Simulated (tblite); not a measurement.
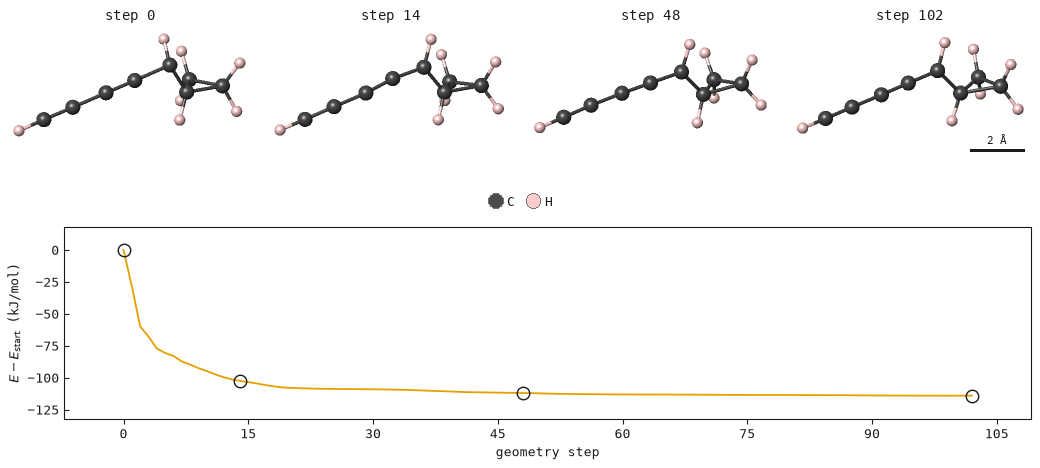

Frames of a relaxation of C$_{8}$H$_{7}$ (multiplicity 2), marked on the history of the run. The picture is a ball-and-stick view, seen at a tilt.

Method: GFN2-xTB geometry optimisation, gas phase in tblite. 

Question: Describe the path.

Answer: After 102 geometry steps the energy has fallen by 114.0 kJ/mol. The largest move after the best rigid fit is that of an H atom, 0.85 Å. Largest moves by element: H 0.85 Å, C 0.69 Å. Some distances before and after: C–C 1.487 → 1.347 Å, C–C 1.405 → 1.339 Å, C–C 1.514 → 1.456 Å, C–H 1.118 → 1.079 Å. Among the angles between lasting bonds that change: C–C–C 106.2° → 123.0°, C–C–H 106.5° → 119.0°, C–C–H 111.8° → 117.6°. The run took 1.9 s on 1 thread of AMD EPYC (shared host). From step 0 to 14: an H atom moves most (0.44 Å), energy −102.4 kJ/mol. From step 14 to 48: an H atom moves most (0.39 Å), energy −9.51 kJ/mol. From step 48 to 102: H atoms move most (0.34 Å), energy −2.07 kJ/mol.

```csv
step,"E − E(0), kJ/mol"
0,0.00
1,-28.36
2,-59.80
3,-67.70
4,-77.04
5,-80.57
6,-82.89
7,-87.19
8,-89.59
9,-92.43
10,-94.72
15,-103.33
20,-107.84
25,-108.64
29,-108.90
34,-109.43
39,-110.61
44,-111.45
49,-111.98
54,-112.64
58,-112.90
63,-113.05
68,-113.15
73,-113.35
78,-113.45
83,-113.52
87,-113.62
92,-113.84
97,-113.93
102,-113.96
```
